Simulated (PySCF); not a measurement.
# Frequency calculation of TaNCl₂

- system: TaNCl₂
- method: RKS-based PBE0, Ta def2-TZVP with ECP60, N def2-TZVP, Cl def2-TZVP; non-relativistic Hamiltonian with a scalar-relativistic core potential; density fitting (PySCF 2.14.0)

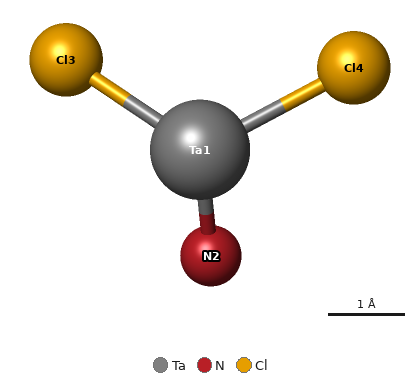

Fig. 1: The structure (ball-and-stick view, seen at an oblique angle; atoms are numbered from 1 in the order of the input). Sticks mark near contacts. Bond lengths as drawn: Cl–Ta 2.30 Å and N–Ta 1.68 Å.

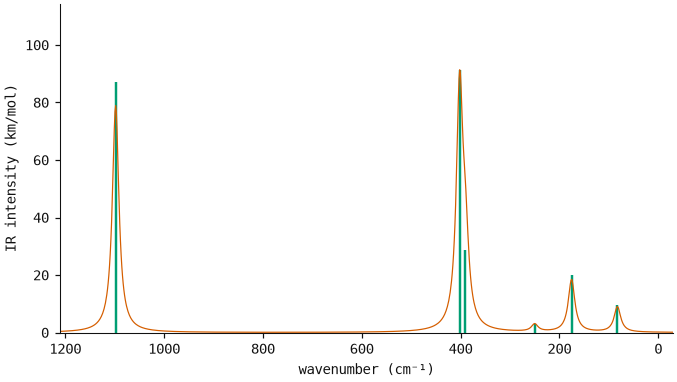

Fig. 2: Harmonic infrared spectrum, unscaled: sticks (degenerate modes added up, dark ones marked on the axis) with a Lorentzian envelope of 16 cm⁻¹ full width, scaled to the tallest stick. 6 modes from 83 to 1098 cm⁻¹, none imaginary. The strongest line is at 402 cm⁻¹ (91 km/mol). All modes, in cm⁻¹ (km/mol): 83 (9.7), 175 (20), 250 (2.9), 390 (29), 402 (91), 1098 (87).

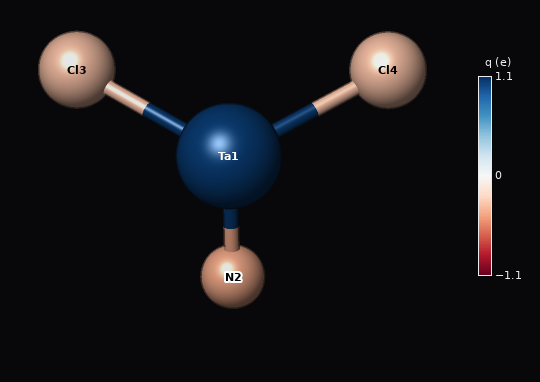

Fig. 3: Mulliken charges, as the colour of each atom (ball-and-stick view, seen on its broad side; atoms are numbered from 1 in the order of the input; Mulliken charges depend strongly on the basis). By element: Ta +1.06, N −0.41 and Cl −0.33 e.

The input that produced these results follows, with the program's output.

Input
```python
from pyscf import gto, scf, dft
mol = gto.M(atom='''
Ta    -0.164973    -0.210304    -0.115556
N     -1.392206     0.549174    -0.975177
Cl    -0.401892     0.435929     2.083854
Cl     1.821088     0.435929    -1.089771''',
    basis={'Ta': 'def2-TZVP', 'N': 'def2-TZVP', 'Cl': 'def2-TZVP'},
    ecp={'Ta': 'def2-TZVP'},
    charge=0, spin=0)
mf = dft.RKS(mol, xc='PBE0')
mf.grids.atom_grid = (75, 302)
aux = {'Ta': 'def2-universal-JKFIT', 'N': 'def2-universal-JKFIT', 'Cl': 'def2-universal-JKFIT'}
mf = mf.density_fit(auxbasis=aux)
mf.conv_tol = 1e-09
mf.diis_space = 10
mf.max_cycle = 60
mf.verbose = 4
mf.kernel()
```

The script is an equivalent of the set-up of the self-consistent field. The run itself was carried out by a driver, which started from the orbitals of the step before it where there was one and computed the further properties.

Launched with:
```bash
OMP_NUM_THREADS=4 python axn.py task.json out
```

The program's output
```
init E= -1031.92362759318
  HOMO = -0.287665380003916  LUMO = -0.145327584219869  gap/eV = 3.87321
cycle= 1 E= -1031.92362759318  delta_E= 1.82e-12  |g|= 2.81e-06  |ddm|= 3.37e-06
  HOMO = -0.287665160622913  LUMO = -0.145327029258223  gap/eV = 3.87322
Extra cycle  E= -1031.92362759317  delta_E= 8.64e-12  |g|= 7.03e-06  |ddm|= 5.6e-06
converged SCF energy = -1031.92362759317
```

Results in brief

```csv
quantity,value
outcome,converged
total energy,−1031.923628 hartree
HOMO,−7.83 eV
LUMO,−3.95 eV
zero-point energy,0.005464 hartree
dipole moment,4.97 D
"wavenumbers, lowest and highest",83 and 1098 cm⁻¹
hardware,"4 threads of Arm Neoverse V1, 112 GiB of memory available, shared host"
wall time,74 s (CPU time 3.7 min)
peak memory,1.5 GiB
```
